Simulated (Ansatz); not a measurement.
# CH5NOSSi: geometry optimisation in Python

What geometry does CH5NOSSi take? A script is to give a geometry optimisation; the system is CH5NOSSi. SMILES: O[SiH]1NC1S.

Computed with Ansatz 0.2.0, driven from Python. Level of theory: Hartree-Fock/6-31G*.

## Step 1: Starting point

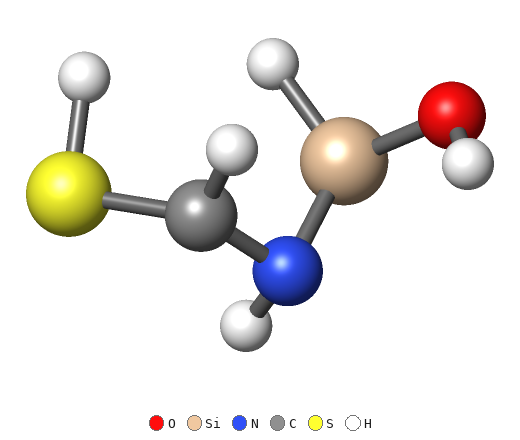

The structure that the script starts from, seen from a chosen angle (oxygen red, silicon light orange, nitrogen blue, carbon grey, sulfur yellow, hydrogen white).

The script holds or builds the structure itself.

## Step 2: The code

Contents of opt.py:

```python
"""Relax the CH5NOSSi molecule."""

import itertools

import ansatz as az
from ase.data import atomic_numbers, covalent_radii
import numpy as np


def main() -> None:
    geometry_ang = [
        ("O", (-0.7419, -0.0005, 2.1187)),
        ("Si", (0.4691, -0.305, 1.0847)),
        ("N", (-0.1868, -1.1232, -0.1637)),
        ("C", (-0.4498, -0.0825, -1.0305)),
        ("S", (0.7858, 0.449, -2.0913)),
        ("H", (-1.6055, -0.4071, 1.8629)),
        ("H", (1.3977, 0.8597, 0.9068)),
        ("H", (0.5637, -1.7122, -0.6138)),
        ("H", (-1.2342, 0.6793, -0.6735)),
        ("H", (1.085, 1.5915, -1.3973)),
    ]
    molecule = az.Crystal.molecule()
    for symbol, xyz in geometry_ang:
        molecule = molecule.atom(symbol, xyz)

    calculation = (
        molecule.calculation()
        .basis(gaussian="6-31G*")
        .functional("HF")
    )
    symbols = [site.symbol for site in molecule.cartesian_sites]
    start = np.array([site.position_ang for site in molecule.cartesian_sites], dtype=float)
    def progress(event):
        if event["event"] == "relax_step":
            row = event["data"]
            print(f"step {row['step']:3d}  E = {row['lagrangian_ev']:.6f} eV  largest force component {row['allowed_force_max_ev_ang']:.4f} eV/A")


    summary = calculation.relax(force_tolerance=0.01).session().plan().execute(on_event=progress).report
    end = np.array(summary["positions_ang"])

    print(f"E = {summary['free_energy_ev']:.6f} eV = {summary['free_energy_ev'] / 27.211386246:.7f} Ha")
    print("converged:", summary["converged"], " doubts:", summary["published_state_doubts"] or "none")

    # pairs closer than 1.2 times the sum of covalent radii, before or after
    radius = [covalent_radii[atomic_numbers[s]] for s in symbols]
    span = lambda where, i, j: np.linalg.norm(where[i] - where[j])
    bonded = [(i, j) for i, j in itertools.combinations(range(len(symbols)), 2) if min(span(start, i, j), span(end, i, j)) < 1.2 * (radius[i] + radius[j])]
    print("pair        before    after (A)")
    for i, j in bonded:
        print(f"{symbols[i]}{i}-{symbols[j]}{j}".ljust(10), f"{span(start, i, j):8.4f} {span(end, i, j):8.4f}")
    for first, second in list(itertools.combinations(bonded, 2)):
        shared = set(first) & set(second)
        if shared and symbols[(j := shared.pop())] != "H":
            i, k = sorted((set(first) | set(second)) - {j})
            u, v = end[i] - end[j], end[k] - end[j]
            angle = np.degrees(np.arccos(np.clip(u @ v / np.linalg.norm(u) / np.linalg.norm(v), -1, 1)))
            print(f"final angle {symbols[i]}{i}-{symbols[j]}{j}-{symbols[k]}{k}: {angle:.2f} deg")

    charges = summary["charge_distribution"]
    print("dipole moment", round(4.803205 * float(np.linalg.norm(charges["dipole_moment_e_ang"])), 3), "D")
    print("Mulliken:", [(s, round(q, 3)) for s, q in zip(symbols, charges["mulliken_charges_e"])])


if __name__ == "__main__":
    main()
```

## Step 3: The run

The run is started by

```console
$ python opt.py
```

Q: Predict the main results. Wanted: total energy; dipole moment; moves of the relaxation; energy gained; last largest force component.

**Answer**, as computed:

```
                    quantity           value
                total energy  -23306.8813 eV
               dipole moment          1.56 D
     moves of the relaxation              17
               energy gained        3.713 eV
last largest force component     0.0041 eV/Å
```

In words: The relaxation took 17 moves; the largest shift is 0.719 Å, of atom 9 (H). Total energies depend on the basis set; only differences at equal settings carry meaning. The end point is the stationary point reached from this start; no frequency run checks that it is a minimum, and the basis set is modest.
